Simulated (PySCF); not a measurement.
**C3H8B− (SMILES [BH3-]/C=C/C) at HF/cc-pVDZ (density fitting)**

Aim: the vertical singlet–triplet gap of C3H8B− at HF/cc-pVDZ (density fitting), from 2 runs. Input form: a Python script.

Program for the calculation: PySCF 2.14.0.

2 further runs of the same task are left out: 2 set aside as unsound or not needed.

**1. The system as given**

The species is C3H8B− (12 atoms), meant as a singlet with charge -1. As SMILES, `[BH3-]/C=C/C`. The coordinates come from a GFN2-xTB relaxation.

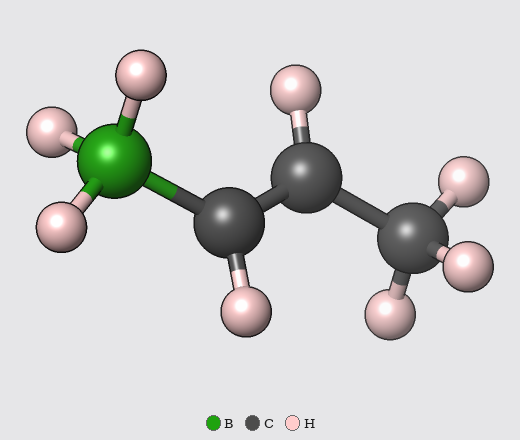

The structure, seen from a chosen angle (boron green, carbon dark grey, hydrogen pink).

**2. The energy at HF/cc-pVDZ (density fitting)**

File geometry.xyz:

```xyz
12
C3H8B
B     -1.443270     1.459010     0.048210
C     -0.606360     0.084740    -0.154760
C      0.663240    -0.131320     0.158570
C      1.414910    -1.432820    -0.048090
H     -2.595580     1.319990    -0.351140
H     -1.466670     1.759600     1.236780
H     -0.911150     2.369720    -0.577570
H     -1.129470    -0.770760    -0.600150
H      1.250310     0.666950     0.601170
H      0.930500    -2.258770     0.481860
H      2.442800    -1.360510     0.312740
H      1.450740    -1.705840    -1.107610
```

File calc.py:

```python
# [BH3-]/C=C/C
from pyscf import gto
from pyscf import df

system = gto.Mole()
system.atom = 'geometry.xyz'
system.charge = -1
system.basis = 'cc-pvdz'
system.max_memory = 1860
system.verbose = 3
system.build()

mf = system.RHF()
mf = mf.density_fit(auxbasis=df.aug_etb(system, beta=2.0))
mf.conv_tol = 1e-10
mf.kernel()
if not mf.converged:
    mf = mf.newton().run(mf.mo_coeff, mf.mo_occ)

energy = mf.e_tot
print(f'total energy: {energy:.8f} hartree')
```

Run with:

```bash
$ OMP_NUM_THREADS=1 python calc.py
```

The program printed:

```text
converged SCF energy = -142.905736460322
total energy: -142.90573646 hartree
```

Wall time 1.9 s (1 thread of Arm Neoverse V1, shared host); peak memory 0.17 GiB.

**3. The triplet, same level**

File input.py:

```python
from pyscf import gto
from pyscf import df

mol = gto.Mole()
mol.atom = '''
B     -2.727385     2.757129     0.091104
C     -1.145854     0.160135    -0.292454
C      1.253342    -0.248159     0.299654
C      2.673792    -2.707637    -0.090877
H     -4.904935     2.494420    -0.663558
H     -2.771605     3.325162     2.337175
H     -1.721824     4.478122    -1.091449
H     -2.134389    -1.456525    -1.134119
H      2.362743     1.260353     1.136047
H      1.758390    -4.268457     0.910583
H      4.616223    -2.570991     0.590993
H      2.741501    -3.223570    -2.093080
'''
mol.basis = 'cc-pvdz'
mol.verbose = 3
mol.unit = 'bohr'
mol.max_memory = 1860
mol.spin = 2
mol.charge = -1
mol.build()

calc0 = mol.UHF()
calc0 = calc0.density_fit(auxbasis=df.aug_etb(mol, beta=2.0))
calc0.conv_tol = 1e-10
calc0.kernel()
if not calc0.converged:
    calc0 = calc0.newton().run(calc0.mo_coeff, calc0.mo_occ)

e_tot = calc0.e_tot
print('E = %.10f Eh' % e_tot)
```

Run with:

```bash
$ OMP_NUM_THREADS=1 python input.py
```

The program printed:

```text
WARN: HOMO 0.0497368641376275 >= LUMO -0.234949787151975

converged SCF energy = -142.7833364445  <S^2> = 2.0224568  2S+1 = 3.014934
E = -142.7833364445 Eh
```

It took 3.3 s on 1 thread of Arm Neoverse V1, shared host; peak memory 0.17 GiB.

**4. Results**

Level: HF/cc-pVDZ (density fitting).

```
                                                      quantity          value
                                         singlet: total energy  -142.90574 Eh
                                          singlet: HOMO energy       -3.65 eV
                                          singlet: LUMO energy        8.99 eV
singlet: HOMO–LUMO gap (to an unbound level, set by the basis)       12.64 eV
                                         triplet: total energy  -142.78334 Eh
                   triplet: HOMO energy (highest over α and β)       -0.46 eV
                    triplet: LUMO energy (lowest over α and β)        6.87 eV
                                                 triplet: ⟨S²⟩          2.022
              vertical energy of the triplet above the singlet       3.331 eV
```

At this shape the triplet lies 3.33 eV (77 kcal/mol) above the singlet. Mulliken charges (singlet) run from -0.27 on H5 to +0.08 on B1. Mulliken charges (triplet) run from -0.26 on H5 to +0.09 on B1; they depend strongly on the basis.
